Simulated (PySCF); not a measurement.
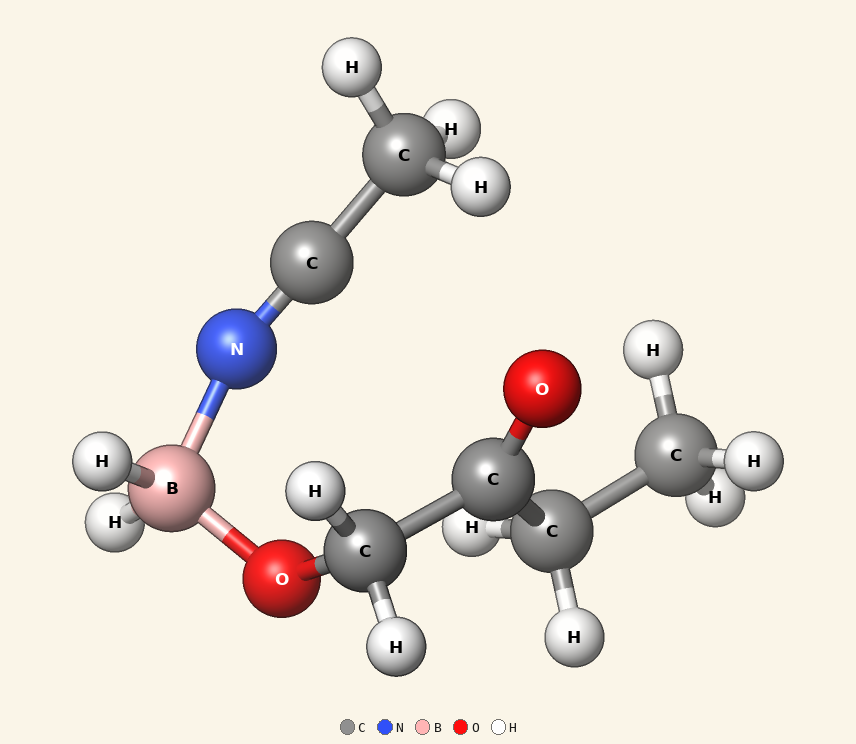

Ball-and-stick drawing of a structure.

The geometry was computed by an optimisation with GFN2-xTB. No frequency run is at hand to confirm it as a minimum.

Identify the structure.

It has 22 atoms: 6 carbon, 12 hydrogen, 1 boron, 1 nitrogen and 2 oxygen (C6H12BNO2). As SMILES it reads `CC#[N+][BH2-]OCC(=O)CC`. It has no ring. Among its groups: ketone, B–H bond. The point group is C1. Coordination: 4 C tetrahedral; 1 C linear; 1 N bent; 1 B tetrahedral; 1 O bent; 1 C trigonal planar.

More results for the same structure follow; atom numbers are the same in all pictures, views and colours differ.

## Dipole moment

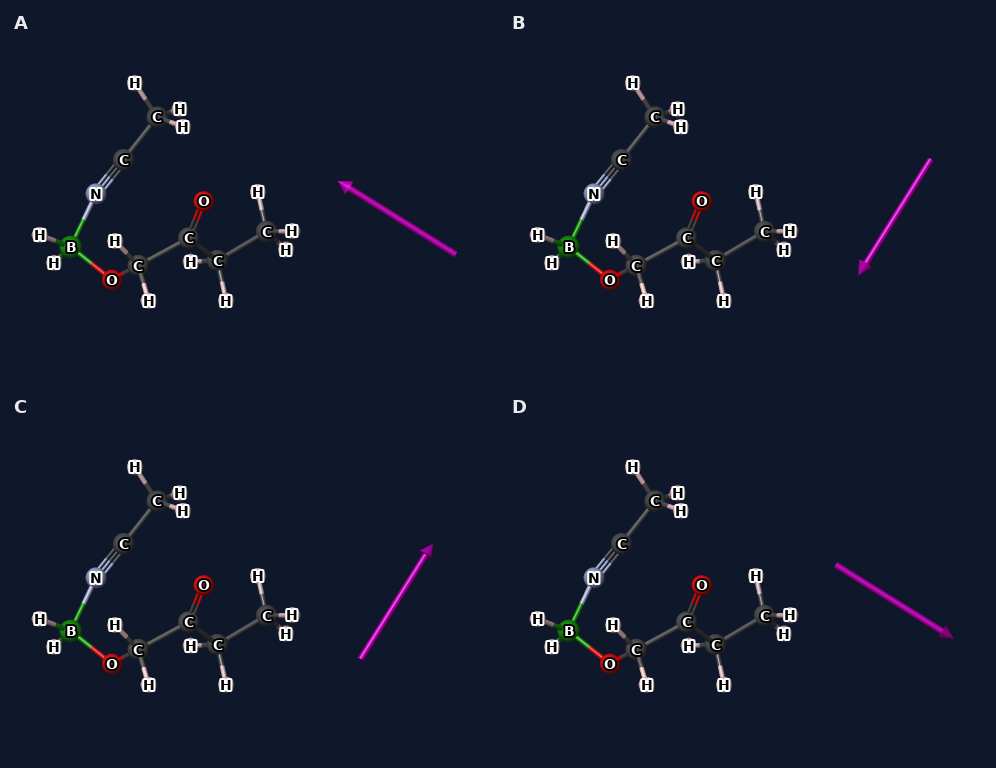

The same molecule four times, each with an arrow. No frequency run is at hand to confirm it as a minimum. Properties computed with PBE0/pcSseg-1, gas phase (PySCF 2.14.0).

Question: Which arrow points along the dipole moment, from the negative to the positive end?

Answer: C. The dipole moment is 5.33 D.

## NMR shielding

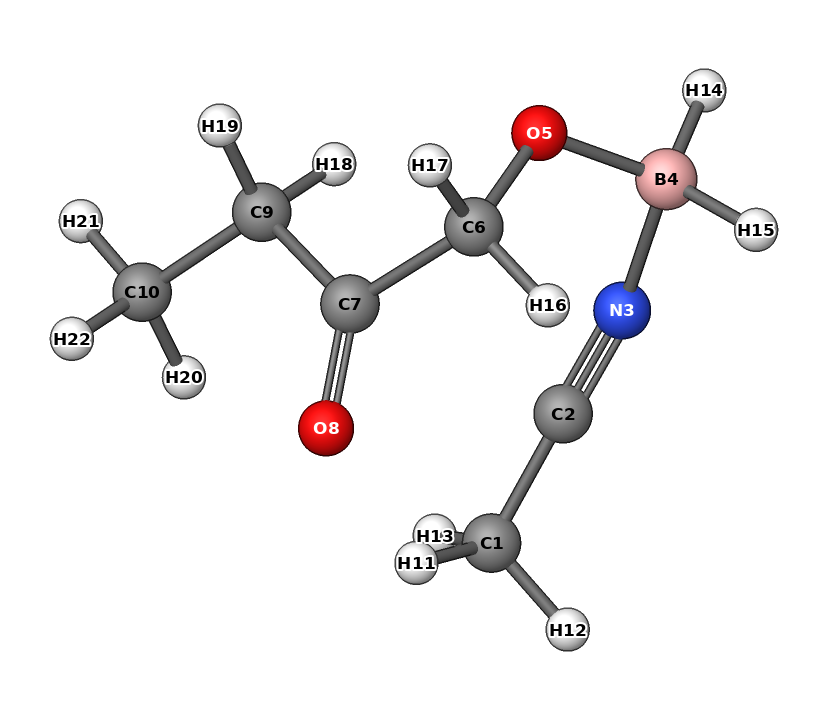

The questions are on isotropic NMR shieldings of the C atoms. No frequency run is at hand to confirm it as a minimum. Method: GIAO PBE0/pcSseg-1 NMR shielding, non-relativistic, gas phase (PySCF 2.14.0).

List the isotropic NMR shieldings of the C atoms.

```tsv
atom	σ (ppm)
C1	184.6
C2	54.1
C6	104.6
C7	−48.6
C9	151.0
C10	177.8
```

## Charges

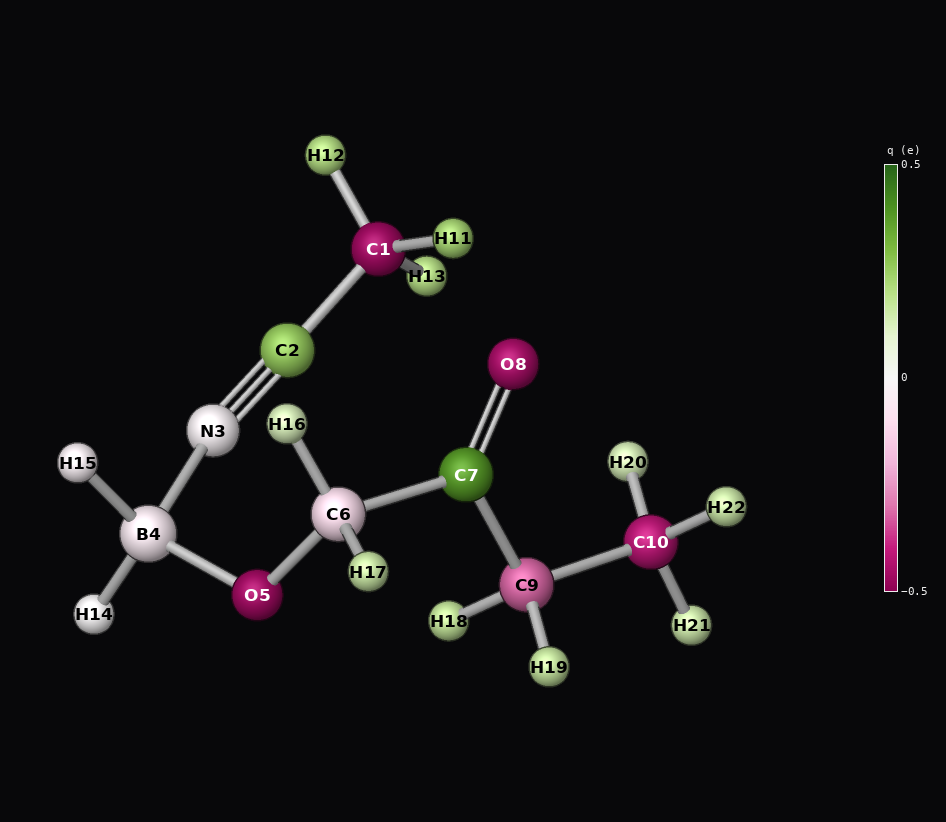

Atoms are coloured by their IAO charges. No frequency run is at hand to confirm it as a minimum. Properties computed with PBE0/pcSseg-1, gas phase (PySCF 2.14.0).

List the IAO charges.

```json
{"atom": "C1", "value (e)": "−0.46"}
{"atom": "C2", "value (e)": "0.26"}
{"atom": "N3", "value (e)": "−0.02"}
{"atom": "B4", "value (e)": "−0.05"}
{"atom": "O5", "value (e)": "−0.46"}
{"atom": "C6", "value (e)": "−0.10"}
{"atom": "C7", "value (e)": "0.38"}
{"atom": "O8", "value (e)": "−0.45"}
{"atom": "C9", "value (e)": "−0.31"}
{"atom": "C10", "value (e)": "−0.42"}
{"atom": "H11", "value (e)": "0.22"}
{"atom": "H12", "value (e)": "0.20"}
{"atom": "H13", "value (e)": "0.20"}
{"atom": "H14", "value (e)": "−0.01"}
{"atom": "H15", "value (e)": "−0.03"}
{"atom": "H16", "value (e)": "0.13"}
{"atom": "H17", "value (e)": "0.16"}
{"atom": "H18", "value (e)": "0.17"}
{"atom": "H19", "value (e)": "0.16"}
{"atom": "H20", "value (e)": "0.13"}
{"atom": "H21", "value (e)": "0.14"}
{"atom": "H22", "value (e)": "0.15"}
```

The geometry is semi-empirical. Around B such bond lengths and angles can be off by a tenth of an ångström or more and by several degrees, and values that hang on the shape move with them.
